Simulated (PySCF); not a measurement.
# CoH₃: relaxation and vibrations of the quintet

Where does quintet CoH₃ go from a trigonal planar start, is the end point a minimum, and what are its modes, charges and moments?

Method: BP86, basis Co def2-TZVP, H def2-TZVP, no relativity, density fitting; program: PySCF 2.14.0.

### Step 1. Starting geometry

4 atoms, charge 0, spin multiplicity 5.

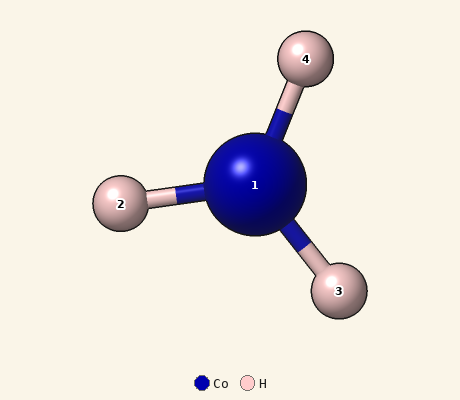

Start geometry, drawn with cobalt blue, hydrogen pink; atoms are numbered from 1 in the order of the file.

```xyz
4
charge 0 multiplicity 5
Co    0.0000    0.0000    0.0000
H     1.4300    0.0000    0.0000
H    -0.7150    1.2384    0.0000
H    -0.7150   -1.2384    0.0000
```

### Step 2. Relaxing the quintet from the trigonal planar start

One driver script runs all steps and calls PySCF; scf.py shows how it sets up the SCF of each step. The optimiser is the driver's own. Before each start the driver seeks the lowest SCF state from one or more starting densities and follows internal instabilities, so scf.py alone need not reach the same state.

The program finds D3h symmetry in the start, which this walk keeps. Threshold on the gradient: 0.0003 Eh/bohr, with a further test on the energy change.

Contents of scf.py:

```python
from pyscf import gto, scf, dft
mol = gto.M(atom='''
Co     0.000000    -0.000000    -0.000000
H      1.429991     0.000008    -0.000000
H     -0.715002     1.238404     0.000000
H     -0.714988    -1.238412    -0.000000''',
    basis={'Co': 'def2-TZVP', 'H': 'def2-TZVP'},
    charge=0, spin=4)
mf = dft.UKS(mol, xc='B88,P86')
mf.grids.atom_grid = (50, 194)
aux = {'Co': 'def2-universal-JKFIT', 'H': 'def2-universal-JKFIT'}
mf = mf.density_fit(auxbasis=aux)
mf.kernel()
```

Steps of the walk:

| step | energy (Eh) | change (kJ/mol) | largest symmetric gradient (Eh/bohr) |
| --- | --- | --- | --- |
| 0 | -1384.653135 | 0.00 | 0.04717 |
| 1 | -1384.665256 | -31.82 | 0.02587 |
| 2 | -1384.671482 | -48.17 | 0.00719 |
| 3 | -1384.672111 | -49.82 | 0.00141 |
| 4 | -1384.672138 | -49.89 | 0.00011 |
| 5 | -1384.672139 | -49.89 | 0.00000 |

The walk needed 3.7 s of wall time on 4 threads, shared host.

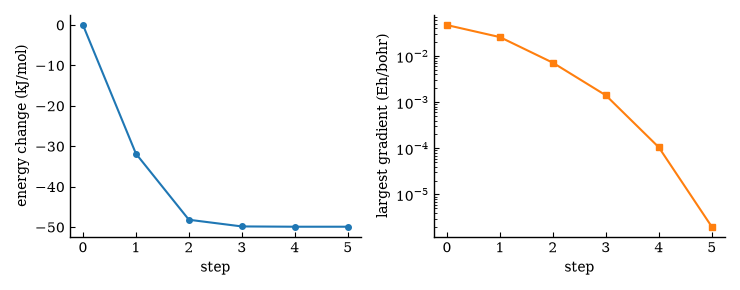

Energy and largest gradient along the walk.

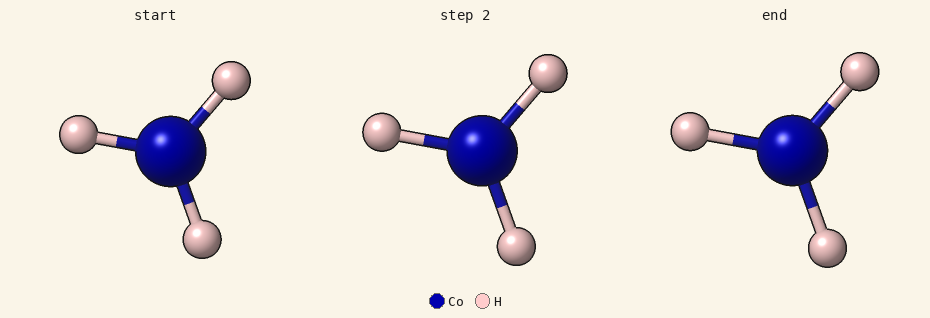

Start and end of the relaxation, with a step between.

End point (D3h, 5 steps, 49.9 kJ/mol gained): Co–H 1.591 Å (×3); H–Co–H 120.0° (×3). A gradient of 0.0033 Eh/bohr that breaks the symmetry is left: this electronic state wants a lower symmetry.

### Step 3. Relaxing without the symmetry constraint

The geometry is nudged along the force that breaks the symmetry.

The program finds C2v symmetry in the start, which may break. The walk stops when the largest gradient is under 0.0003 Eh/bohr and the energy has settled too.

scf.py, as its differences from that of step 2:

```diff
@@ -3,4 +3,4 @@
-Co     0.000000    -0.000000    -0.000000
-H      1.429991     0.000008    -0.000000
-H     -0.715002     1.238404     0.000000
-H     -0.714988    -1.238412    -0.000000''',
+Co     0.000871     0.000000    -0.000000
+H      1.576090     0.000009    -0.000000
+H     -0.813511     1.375440     0.000000
+H     -0.813496    -1.375449     0.000000''',
```

Steps of the walk:

| step | energy (Eh) | change (kJ/mol) | largest gradient (Eh/bohr) |
| --- | --- | --- | --- |
| 0 | -1384.672181 | 0.00 | 0.00223 |
| 1 | -1384.672229 | -0.13 | 0.00136 |
| 2 | -1384.672260 | -0.21 | 0.00002 |

The walk took 1.8 s.

Geometry (Å) and forces (eV/Å) at some steps:

```
step 0
Co   0.001   0.000   0.000  -0.092   0.000   0.000
H    1.576   0.000   0.000   0.115   0.000   0.000
H   -0.814   1.375   0.000  -0.011  -0.076   0.000
H   -0.814  -1.375   0.000  -0.011   0.076   0.000
step 1
Co   0.003   0.000   0.000  -0.057   0.000   0.000
H    1.582   0.000   0.000   0.070   0.000   0.000
H   -0.818   1.369   0.000  -0.007  -0.049   0.000
H   -0.818  -1.369   0.000  -0.007   0.049   0.000
step 2
Co   0.007   0.000   0.000   0.001   0.000   0.000
H    1.593   0.000   0.000   0.000   0.000   0.000
H   -0.825   1.358   0.000   0.000  -0.001   0.000
H   -0.825  -1.358   0.000   0.000   0.001   0.000
```

It settles in C2v symmetry, 0.2 kJ/mol below the start, after 2 steps: Co–H 1.586 Å, Co–H 1.593 Å (×2); H–Co–H 117.0°, H–Co–H 121.5° (×2).

### Step 4. Frequencies

The point is checked on the finer grid, and tightened if its gradient asks for it. The Hessian and the dipole derivatives come from central differences of analytic gradients, with steps of 0.01 bohr.

scf.py, as its differences from that of step 3:

```diff
@@ -3,4 +3,4 @@
-Co     0.000871     0.000000    -0.000000
-H      1.576090     0.000009    -0.000000
-H     -0.813511     1.375440     0.000000
-H     -0.813496    -1.375449     0.000000''',
+Co     0.001276     0.000000     0.000000
+H      1.587017     0.000009     0.000000
+H     -0.830836     1.357996    -0.000000
+H     -0.830820    -1.358006    -0.000000''',
@@ -10 +10 @@
-mf.grids.atom_grid = (50, 194)
+mf.grids.atom_grid = (75, 302)
```

The driver hands on the density of the step before, so the log starts near convergence.

SCF at the final geometry:

```text
init E= -1384.67213284161
[... the frontier-level lines of each cycle are left out ...]
cycle= 1 E= -1384.67213283988  delta_E= 1.73e-09  |g|= 8.56e-05  |ddm|= 3.44e-05
cycle= 2 E= -1384.67213276612  delta_E= 7.38e-08  |g|= 0.00056  |ddm|= 0.000223
cycle= 3 E= -1384.67213284164  delta_E= -7.55e-08  |g|= 1.92e-06  |ddm|= 0.000194
cycle= 4 E= -1384.67213284165  delta_E= -7.73e-12  |g|= 6.43e-08  |ddm|= 2.17e-06
Extra cycle  E= -1384.67213284165  delta_E= 2.5e-12  |g|= 4.09e-07  |ddm|= 1.88e-07
converged SCF energy = -1384.67213284165  <S^2> = 6.0027665  2S+1 = 5.0011065
```

The whole step took 14 s.

Geometry: C2v; Co–H 1.586 Å, Co–H 1.593 Å (×2); H–Co–H 117.0°, H–Co–H 121.5° (×2).

Modes, for the most abundant isotopes:

```
symmetry  ω (cm⁻¹)  IR (km/mol)  μ (u)     type
      b1       604          106   1.06     bend
      b2       677          5.2   1.04     bend
      a1       709         39.3   1.03     bend
      b2      1553          113   1.03  stretch
      a1      1629         13.0   1.03  stretch
      a1      1673          0.3   1.01  stretch
```

No imaginary mode, so this is a minimum.

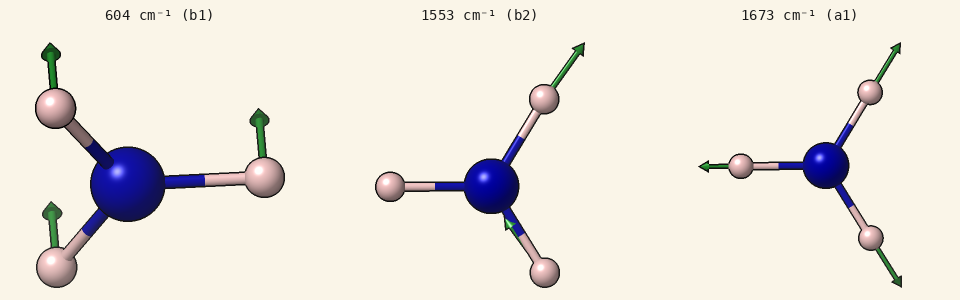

Displacements of 3 of the modes, as arrows (one member where a mode is degenerate).

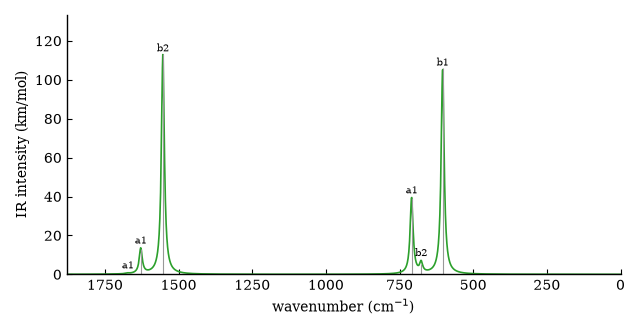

The harmonic infrared spectrum (widths in cm⁻¹). Lines are broadened to a width of 12 cm⁻¹ (Lorentzian).

Properties at this point:

| Item | Value |
| --- | --- |
| Dipole moment | 0.17 D |
| Highest occupied level | -6.22 eV |
| Lowest empty level | -6.36 eV |
| Rotational constants | 4.535, 4.29, 2.204 cm⁻¹ |
| Zero-point energy | 40.9 kJ/mol |
| Principal polarisabilities | 22.0, 45.6, 62.0 bohr³ |
| Atomisation energy without zero-point energy | 673 kJ/mol |
| Principal traceless quadrupole moments about the centre of mass | -2.84, -1.63, 4.47 D Å |
| Entropy at 298.15 K and 1 bar (electronic part: spin only) | 240.6 J/(mol K) |
| Heat capacity Cp at 298.15 K | 45.2 J/(mol K) |
| Enthalpy at 298.15 K above 0 K | 10.96 kJ/mol |
| Rotational symmetry number | 2 |
| Spin squared ⟨S²⟩ | 6.003 |

Populations by atom (charges in e):

```csv
atom,Mulliken,Löwdin,polar tensor,spin (Mulliken),Mayer order to Co1
Co1,0.31,0.27,0.23,2.99,–
H2,-0.11,-0.10,-0.14,0.32,0.86
"H3,4",-0.10,-0.08,-0.05,0.35,0.85
```

Mulliken populations on Co1: s 6.84, p 12.52, d 7.33, f 0.00.

### Step 5. What came out

| quantity | value |
| --- | --- |
| minimum | quintet, C2v |
| geometry | Co–H 1.586 Å, Co–H 1.593 Å (×2); H–Co–H 117.0°, H–Co–H 121.5° (×2) |
| wavenumbers (cm⁻¹) | 604 (b1), 677 (b2), 709 (a1), 1553 (b2), 1629 (a1), 1673 (a1) |
| dipole moment | 0.17 D |
| highest occupied, lowest empty level (either spin) | -6.22, -6.36 eV |
| polar-tensor charge of Co1 | +0.23 e |
| zero-point energy | 40.9 kJ/mol |
| entropy at 298.15 K | 240.6 J/(mol K) |
| atomisation energy (no zero-point energy) | 673 kJ/mol |
| ⟨S²⟩ | 6.003 |

In words: From D3h at the start the molecule goes to a C2v minimum. An empty level of one spin lies below a filled level of the other, which hints that a lower spin is more stable. The strongest infrared band lies at 1553 cm⁻¹ (b2, stretch). Most of the spin sits on Co1 (Mulliken spin 2.99, against 4 for the whole molecule). Only this shape and spin were tried, so other structures or states may lie lower. Open d and f shells are described by one determinant, and the ground state may have another occupation or spin.

The search up to here took 25 s.
